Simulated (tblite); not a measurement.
GeBAsH5O: frequency calculation

GeBAsH5O, multiplicity 2, SMILES [GeH3][O]B[AsH], computed with GFN2-xTB, R-SCC, ALPB solvent nitromethane (tblite 0.8.0).

The geometry was optimised with GFN2-xTB.

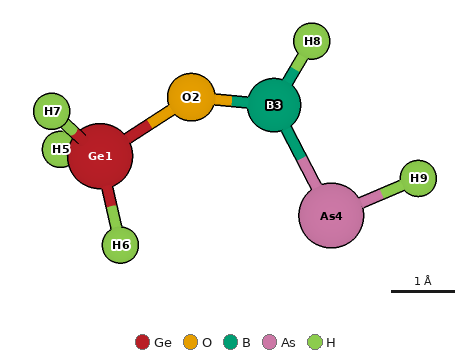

*The structure (ball-and-stick view, seen at a tilt; atoms are numbered from 1 in the order of the input). Sticks mark near contacts.*

Bond lengths as drawn: As–B 2.00 Å, As–H 1.52 Å, B–H 1.19 Å, B–O 1.34 Å, Ge–H 1.50 Å and Ge–O 1.74 Å.

Results in brief:

- outcome: converged
- total energy: −12.163864 hartree
- basis functions: 31
- largest force: 0.005 eV/Å
- zero-point energy: 0.043500 hartree
- dipole moment: 1.51 D
- wavenumbers, lowest and highest: 59i and 2447 cm⁻¹
- hardware: 1 thread of AMD EPYC (Zen 5), 192 GiB of memory available, shared host
- peak memory: 0.068 GiB

Remarks:

The record of the run, not the program, notes: no spin polarisation.

Input file (calc.py):
```python
import json
import numpy as np
from tblite.interface import Calculator
from tblite.interface import symbols_to_numbers
from ase.data import atomic_masses

symbols = list(map(str, np.loadtxt("molecule.xyz", skiprows=2, usecols=0, dtype=str, ndmin=1)))
numbers = np.array(symbols_to_numbers(symbols))
positions = np.loadtxt("molecule.xyz", skiprows=2, usecols=(1, 2, 3), ndmin=2) / 0.52917721

calculator = Calculator("GFN2-xTB", numbers, positions, charge=0, uhf=1)
calculator.set("verbosity", 0)
calculator.set("accuracy", 0.01)
calculator.add("alpb-solvation", "nitromethane")
result = calculator.singlepoint()
h = 0.005  # bohr
n = positions.size
H, D = np.zeros((n, n)), np.zeros((n, 3))
for a in range(n):
    g, d = [], []
    for sign in (1, -1):
        x = positions.ravel().copy()
        x[a] += sign * h
        calculator.update(x.reshape(-1, 3))
        y = calculator.singlepoint()
        g.append(y.get('gradient').ravel())
        d.append(y.get('dipole'))
    H[a], D[a] = (g[0] - g[1]) / (2 * h), (d[0] - d[1]) / (2 * h)
mass = np.repeat(atomic_masses[numbers], 3)
H = (H + H.T) / 2 / np.sqrt(np.outer(mass, mass))
# project out translations and rotations
com = positions - atomic_masses[numbers] @ positions / atomic_masses[numbers].sum()
T = [np.tile(v, len(numbers)) for v in np.eye(3)] + [np.cross(com, v).ravel() for v in np.eye(3)]
U, sv, _ = np.linalg.svd((np.array(T) * np.sqrt(mass)).T)
Q = U[:, (sv > 1e-3 * sv.max()).sum():]
w, V = np.linalg.eigh(Q.T @ H @ Q)
freq = np.sign(w) * np.sqrt(np.abs(w)) * 5140.487
inten = (((Q @ V).T / np.sqrt(mass)) @ D) ** 2
inten = inten.sum(axis=1) * 974.88
print(f"E = {result.get('energy'):.8f} Eh, max gradient {np.abs(result.get('gradient')).max():.2e} Eh/bohr")
print("mode   frequency/cm^-1   IR/(km/mol)")
for i, (v, s) in enumerate(zip(freq, inten), 1):
    print(f"{i:4d} {v:14.2f} {s:14.3f}")
zpe = freq[freq > 0].sum() / 2 / 219474.63
print(f"imaginary modes: {(freq < -10).sum()}, zero-point energy {zpe:.6f} Eh = {zpe * 2625.4996:.4f} kJ/mol")
out = {k: np.asarray(result.get(k)).tolist() for k in ("energy", "gradient", "charges", "dipole", "orbital-energies", "orbital-occupations")}
out.update(symbols=symbols, positions=(positions * 0.529177210903).tolist(), frequencies=freq.tolist(), intensities=inten.tolist(), zpe=zpe)
json.dump(out, open("results.json", "w"))
```

File molecule.xyz:
```
9

Ge     0.037980     1.723007     0.032300
O      0.532346     0.166938    -0.569916
B      0.317865    -1.143039    -0.394760
As    -0.948933    -1.876529     0.968772
H     -0.956553     2.228562    -0.968768
H     -0.555304     1.585458     1.407851
H      1.318646     2.497900     0.021064
H      0.942331    -1.852465    -1.113260
H     -0.688478    -3.329932     0.617017
```

Run as:
```bash
python calc.py
```

Output:
```
E = -12.16386446 Eh, max gradient 9.01e-05 Eh/bohr
mode   frequency/cm^-1   IR/(km/mol)
   1         -59.16          0.146
   2          63.34          0.837
   3         141.87          1.583
   4         216.70          1.642
   5         294.89          7.214
   6         448.90         76.226
   7         568.57         96.643
   8         579.18        107.331
   9         593.22        165.881
  10         625.62          4.953
  11         724.44        122.500
  12         753.64        271.404
  13         784.87        175.907
  14         791.60        191.224
  15        1076.34         85.049
  16        1212.13        885.922
  17        1815.40        975.410
  18        1923.44        108.075
  19        2001.46        493.623
  20        2031.63        492.890
  21        2446.99        354.889
imaginary modes: 1, zero-point energy 0.043500 Eh = 114.2088 kJ/mol
```

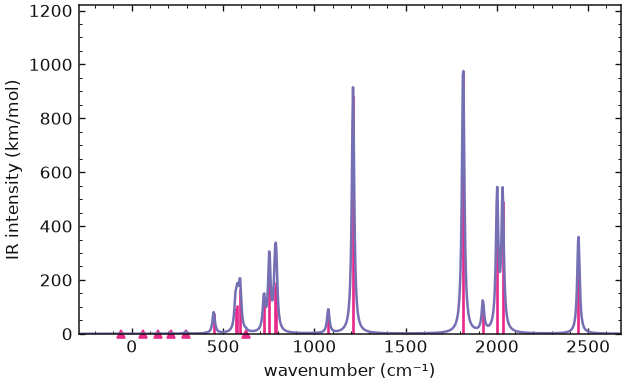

*Harmonic infrared spectrum, unscaled: sticks (degenerate modes added up, dark ones marked on the axis) with a Lorentzian envelope of 16 cm⁻¹ full width, scaled to the tallest stick; imaginary modes are drawn at negative wavenumbers.*

21 modes from 59i to 2447 cm⁻¹, 1 imaginary beyond 8i (59i cm⁻¹): not a clean minimum; so soft a mode can be a shallow saddle, an incomplete relaxation or noise of the force constants. The strongest line is at 1815 cm⁻¹ (975 km/mol).

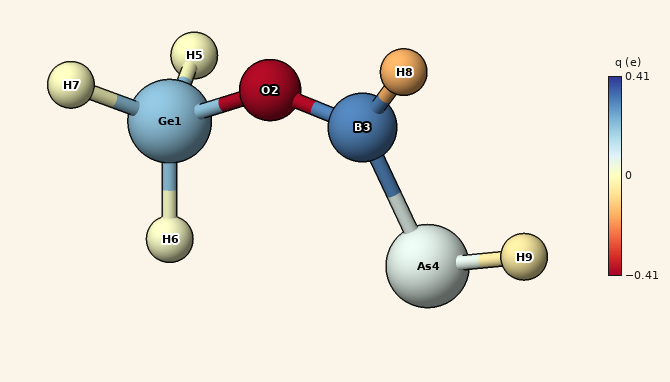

*Mulliken charges, as the colour of each atom (ball-and-stick view, seen at a tilt; atoms are numbered from 1 in the order of the input).*

By element: Ge +0.20, O −0.39, B +0.30, As +0.07 and H −0.15 to +0.01 e.
